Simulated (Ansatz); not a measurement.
**Geometry relaxation, with input and output: C3H7GeN (part 2 of 2)**

The same run, continued: C3H7GeN; RKS PBE0-D4/def2-SVP (Ansatz 0.2.0). It belongs to a series of runs on one base structure; here: end point B relaxed.

Geometry of the input (Å):
```
C  -1.1941  -0.4239  0.6753
C  -0.3478  0.0796  -0.4808
Ge 1.4729  -0.4243  -0.1455
C  -0.3477  1.5499  -0.6396
N  -0.4815  2.6811  -0.7770
H  -2.2989  -0.0861  0.4553
H  -1.1600  -1.4815  0.7696
H  -0.8899  0.1036  1.6162
H  0.6522  1.1231  -0.7185
H  2.4011  0.0414  -1.2861
H  1.5871  -1.9661  0.0318
H  2.0050  0.2527  1.1976
```

Trajectory as extended XYZ, continued:
```
12
Properties=species:S:1:pos:R:3:forces:R:3 step=6 energy=-61207.35484
C    -1.1575   -0.2748    0.6839    0.1861  -0.5288   0.0494
C    -0.1611    0.2807   -0.3357    1.5114   3.0066   1.6938
Ge    1.6394   -0.5615   -0.2381   -0.2975   0.0959  -0.1847
C    -0.5453    1.5413   -0.9403   -0.8254   0.9708  -1.5165
N    -0.7848    2.6689   -1.1860    0.0853  -1.5053  -0.1272
H    -2.1914   -0.0279    0.4309   -0.1564   0.1204  -0.1192
H    -1.0925   -1.3794    0.7345   -0.0220   0.2196  -0.0672
H    -0.9566    0.1001    1.6986   -0.0441   0.0263   0.0051
H     0.4657    1.2138    0.1758   -0.7512  -2.0721   0.6715
H     2.5224   -0.0354   -1.3645    0.1363  -0.0865  -0.1141
H     1.5591   -2.0864   -0.0842   -0.0576  -0.0464  -0.2231
H     2.1009    0.0101    1.1235    0.2351  -0.2004  -0.0678
12
Properties=species:S:1:pos:R:3:forces:R:3 step=8 energy=-61208.63764
C    -1.1471   -0.2535    0.6989    0.0976  -0.0084   0.1081
C    -0.0723    0.4775   -0.1362   -0.2172   0.4263   0.0569
Ge    1.6367   -0.5463   -0.2724   -0.0501   0.1653   0.0858
C    -0.5812    1.5197   -1.0419    0.4551   0.1234   0.3912
N    -0.8738    2.5804   -1.4246   -0.1142  -0.7586  -0.4353
H    -2.1719   -0.0026    0.3944    0.0426   0.0951  -0.0722
H    -1.0660   -1.3525    0.6834    0.0754   0.0775  -0.1418
H    -1.0193    0.0674    1.7432   -0.2043  -0.1441   0.0465
H     0.4358    1.1726    0.5423   -0.1841   0.2103   0.4135
H     2.5517   -0.0688   -1.4006    0.0080  -0.0377  -0.1194
H     1.5105   -2.0784   -0.1766   -0.1813   0.0646  -0.2342
H     2.1952   -0.0661    1.0886    0.2726  -0.2135  -0.0992
12
Properties=species:S:1:pos:R:3:forces:R:3 step=11 energy=-61209.23565
C    -1.1615   -0.2409    0.7544    0.3814   0.2335  -0.4335
C    -0.0034    0.6157    0.1760   -0.2340   0.3068  -0.1797
Ge    1.6556   -0.4290   -0.2101    0.0209  -0.1701   0.0030
C    -0.4171    1.4134   -0.9860   -0.3976   1.4707  -0.4979
N    -0.7582    2.2122   -1.7784    0.5795  -1.5938   1.0265
H    -2.0929   -0.0537    0.2203   -0.2544   0.1041  -0.1369
H    -0.9595   -1.3062    0.6777    0.0844  -0.4404  -0.0416
H    -1.3307   -0.0123    1.8000   -0.0318   0.1357   0.5148
H     0.3081    1.3706    0.9292   -0.0629  -0.1609  -0.2012
H     2.3193    0.0595   -1.5131   -0.0343  -0.0008   0.1302
H     1.2052   -1.9059   -0.3603    0.1428   0.1718   0.0270
H     2.6335   -0.2738    0.9887   -0.1941  -0.0565  -0.2106
12
Properties=species:S:1:pos:R:3:forces:R:3 step=13 energy=-61209.39647
C    -1.1381   -0.2124    0.7789   -0.1459  -0.0354   0.0939
C    -0.0187    0.6537    0.1736   -0.0036   0.0043   0.0044
Ge    1.6403   -0.4011   -0.1817    0.0279  -0.0005   0.0334
C    -0.4352    1.3454   -1.0307   -0.0552   0.1729  -0.2421
N    -0.7655    1.9388   -1.9721    0.0562  -0.1971   0.1134
H    -2.1324    0.1979    0.5260    0.1504  -0.0511   0.1121
H    -1.1005   -1.2511    0.4045   -0.0634   0.1614   0.0271
H    -1.0568   -0.2447    1.8803    0.0505  -0.0416  -0.2011
H     0.2753    1.4525    0.8758   -0.0046  -0.0586   0.0587
H     2.4133    0.2021   -1.3644   -0.0083   0.0034   0.0463
H     1.2132   -1.8494   -0.4854    0.0091   0.0465  -0.0323
H     2.5036   -0.3820    1.0935   -0.0129  -0.0042  -0.0139
12
Properties=species:S:1:pos:R:3:forces:R:3 step=15 energy=-61209.48879
C    -1.1189   -0.1731    0.8247   -0.0718  -0.0553   0.0348
C    -0.0330    0.6724    0.1487    0.0491   0.0795   0.0097
Ge    1.6405   -0.3721   -0.1582    0.0036  -0.0392   0.0421
C    -0.4721    1.2329   -1.1176   -0.0318   0.0525  -0.1179
N    -0.8130    1.6744   -2.1350    0.0365  -0.0878   0.1186
H    -2.0821    0.3645    0.8446    0.0922  -0.0510   0.0405
H    -1.2751   -1.1270    0.2927   -0.0206   0.1115   0.0262
H    -0.8378   -0.4097    1.8644    0.0163   0.0187  -0.1020
H     0.2450    1.5255    0.7971   -0.0209  -0.1034  -0.0649
H     2.5628    0.3671   -1.1382   -0.0224   0.0242   0.0259
H     1.2391   -1.7463   -0.7250   -0.0001   0.0463  -0.0032
H     2.3429   -0.5592    1.2001   -0.0303   0.0039  -0.0098
12
Properties=species:S:1:pos:R:3:forces:R:3 step=18 energy=-61209.51240
C    -1.0997   -0.1415    0.8597    0.0127  -0.0048   0.0047
C    -0.0384    0.6746    0.1149   -0.0114   0.0031   0.0116
Ge    1.6390   -0.3644   -0.1507    0.0050  -0.0043  -0.0059
C    -0.5059    1.1512   -1.1739    0.0073   0.0016  -0.0191
N    -0.8686    1.5037   -2.2169   -0.0040  -0.0027   0.0034
H    -2.0127    0.4493    1.0273    0.0022   0.0055  -0.0016
H    -1.3802   -1.0412    0.2921   -0.0036   0.0003   0.0011
H    -0.7166   -0.4622    1.8397   -0.0021  -0.0021   0.0016
H     0.2465    1.5587    0.7105    0.0009  -0.0012   0.0009
H     2.6556    0.4841   -0.9275   -0.0044   0.0009   0.0028
H     1.2939   -1.6481   -0.9220    0.0044   0.0072   0.0021
H     2.1854   -0.7148    1.2452   -0.0069  -0.0034  -0.0016
12
Properties=species:S:1:pos:R:3:forces:R:3 step=20 energy=-61209.51273
C    -1.0977   -0.1364    0.8665   -0.0055   0.0032   0.0006
C    -0.0398    0.6743    0.1116    0.0086  -0.0049   0.0057
Ge    1.6392   -0.3639   -0.1519    0.0010   0.0051  -0.0017
C    -0.5100    1.1391   -1.1808    0.0040  -0.0036  -0.0046
N    -0.8748    1.4791   -2.2272   -0.0021   0.0013   0.0058
H    -2.0049    0.4608    1.0434    0.0011  -0.0023  -0.0022
H    -1.3904   -1.0335    0.3009    0.0010  -0.0006   0.0015
H    -0.7077   -0.4607    1.8426    0.0006   0.0025  -0.0013
H     0.2471    1.5629    0.6997   -0.0011  -0.0014  -0.0025
H     2.6666    0.5012   -0.8956   -0.0026  -0.0021   0.0012
H     1.3059   -1.6304   -0.9556    0.0014   0.0038   0.0038
H     2.1649   -0.7431    1.2448   -0.0064  -0.0011  -0.0062
```

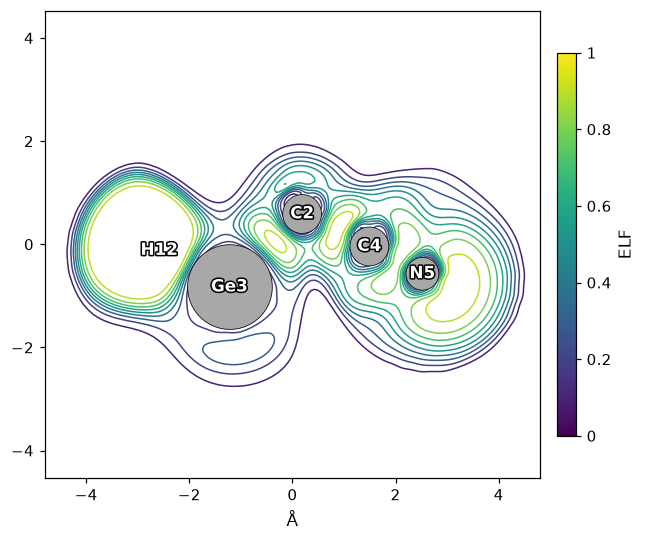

Figure 1. Electron localisation function on the plane of atoms C2, Ge3 and H12. Grey discs, where drawn, cover atomic cores. The plane passes through C, Ge, N and H nuclei. C–N (1.16 Å): the ELF peaks at about 0.85 between the atoms; a multiple bond by its length, whose ELF region spreads away from the axis. C–C (1.45 Å): the ELF peaks at about 0.95 between the atoms, which marks localised, shared-pair bonding. C–Ge (1.99 Å): the ELF peaks at about 0.95 in the valence shell of C, 0.7 Å from its nucleus, and is about 0.70 at the midpoint. Ge–H (1.54 Å): the ELF climbs to about 1 towards the hydrogen, as it does in any bond to H.

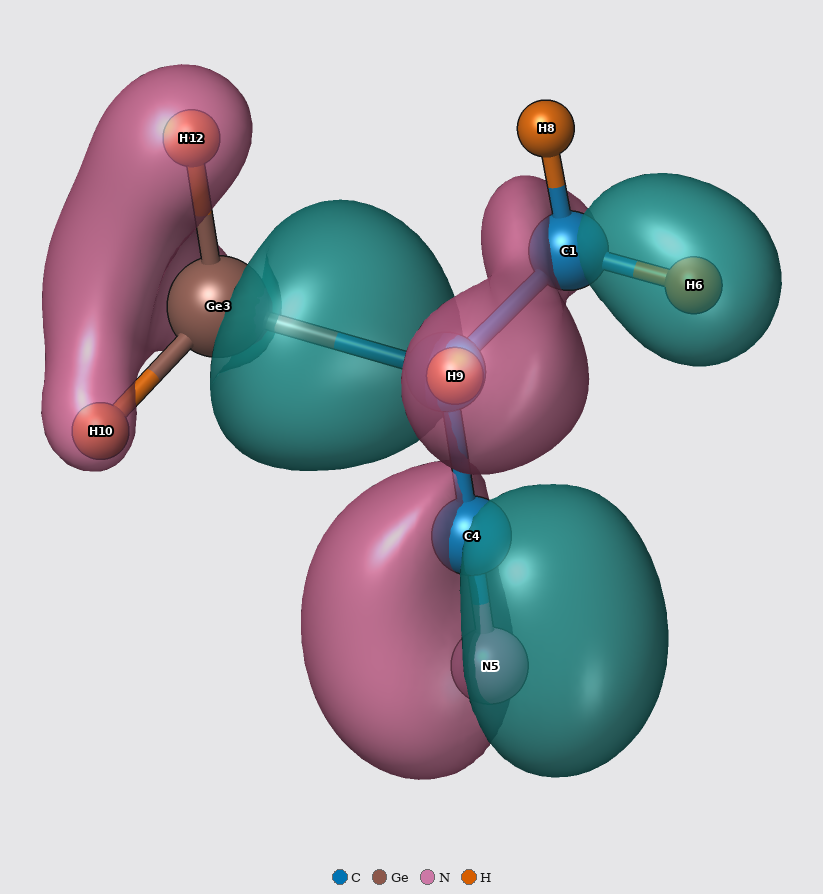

Figure 2. The HOMO at ±0.08 Å⁻³ᐟ² (teal and pink are the two phases), seen face on. By Hirshfeld shares it lies mainly on N5 (30 %), C2 (20 %), Ge3 (15 %) and C4 (15 %). Its energy is −8.44 eV.

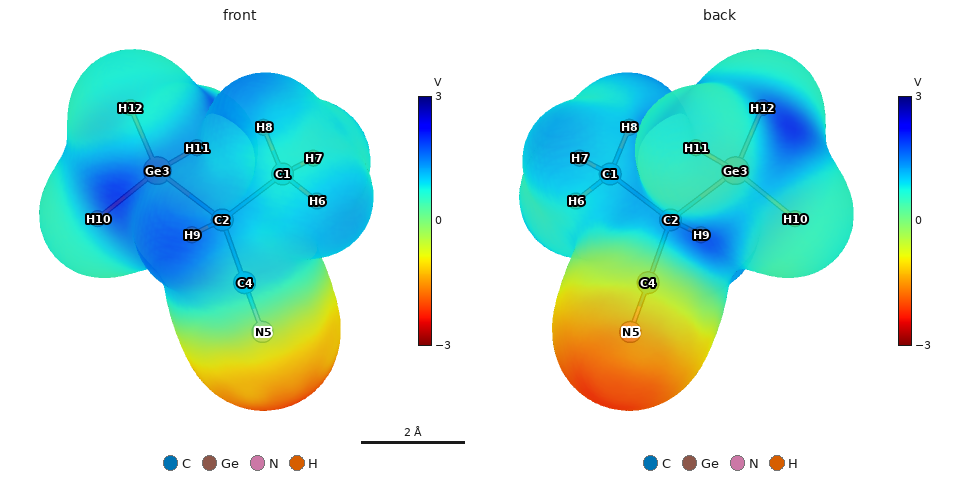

Figure 3. The molecular electrostatic potential painted on the density surface at 0.004 e/bohr³, seen at a tilt and from behind; the colour scale runs from red (negative) to blue (positive).

Results in brief:

- outcome: converged
- total energy: −61209.5128 eV
- mean-field energy: −61209.2975 eV
- largest force (length of the vector) at the end: 0.011 eV/Å
- wall time: 87 s (CPU time 2.8 min)
- peak memory: 0.32 GiB
